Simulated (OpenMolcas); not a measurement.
## Exact exchange and the electronic atomisation energy of BNH3

BNH3 has 5 atoms, charge 0, and is taken as a doublet. SMILES: `B[NH]`. The shape is that of a PBE0-D4/def2-TZVP optimisation.

The electronic atomisation energy y, in eV, basis def2-TZVPP; a is the functional's share of exact exchange. Programs: OpenMolcas 26.06.

| functional | program | a | y (eV) |
| --- | --- | --- | --- |
| UBLYP | OpenMolcas | 0 | 16.94 |
| UTPSS | OpenMolcas | 0 | 16.97 |
| UB3LYP | OpenMolcas | 0.2 | 16.86 |
| UPBE0 | OpenMolcas | 0.25 | ? |
| UBHLYP | OpenMolcas | 0.5 | 16.30 |

Q: Fit y = c + s·a to the known rows and predict UPBE0.

A: 
1. Means of the 4 rows: a = 0.1750, y = 16.767.
2. Σ(Δa)² = 0.1675, Σ(Δa·Δy) = -0.21525, so the slope is -0.21525/0.1675 = -1.2851.
3. Intercept: 16.767 − (-1.2851) × 0.1750 = 16.992. The largest residual of the fit is 0.13.
4. UPBE0: 16.992 + (-1.2851) × 0.25 = 16.67 eV.

The run gave 16.65 eV, so the prediction is off by +0.02 eV, within the scatter of the fit.

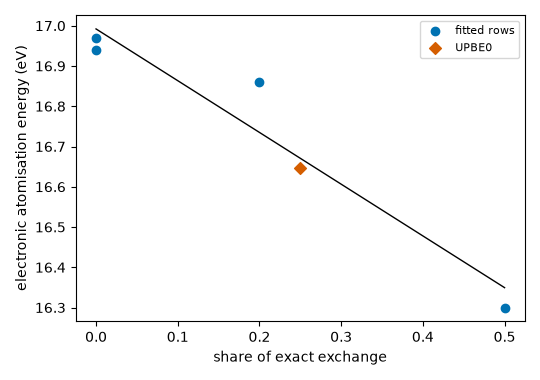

The fitted line, with the withheld row.
